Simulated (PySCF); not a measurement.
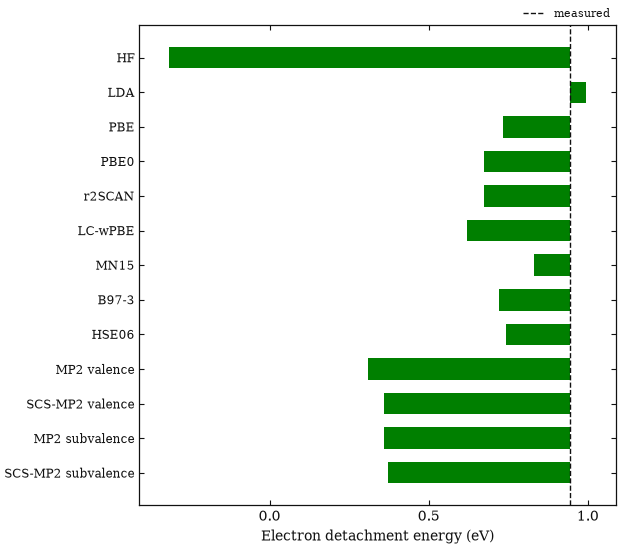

The electron detachment energy of Bi⁻ ([Xe] 4f¹⁴ 5d¹⁰ 6s² 6p⁴ → [Xe] 4f¹⁴ 5d¹⁰ 6s² 6p³) across levels of theory. PySCF, def2-TZVPPD with a 60-electron core potential, unrestricted single determinants, no spin-orbit coupling. Methods marked “valence” freeze 18 core electrons; methods marked “subvalence” freeze no core electrons.

Q: Summarise the spread and list the values.

A: The values run from −0.32 eV (HF) to 1.00 eV (LDA). The measured value is 0.94 eV; nearest to it come LDA (+0.05) and MN15 (−0.11), furthest HF (−1.26 eV).

```
            Method  Electron detachment energy (eV)
                HF                            −0.32
               LDA                             1.00
               PBE                             0.73
              PBE0                             0.68
            r2SCAN                             0.67
           LC-wPBE                             0.62
              MN15                             0.83
             B97-3                             0.72
             HSE06                             0.74
       MP2 valence                             0.31
   SCS-MP2 valence                             0.36
    MP2 subvalence                             0.36
SCS-MP2 subvalence                             0.37
```

Known limits: highest occupied orbital is unbound; spin-orbit shift not estimated.
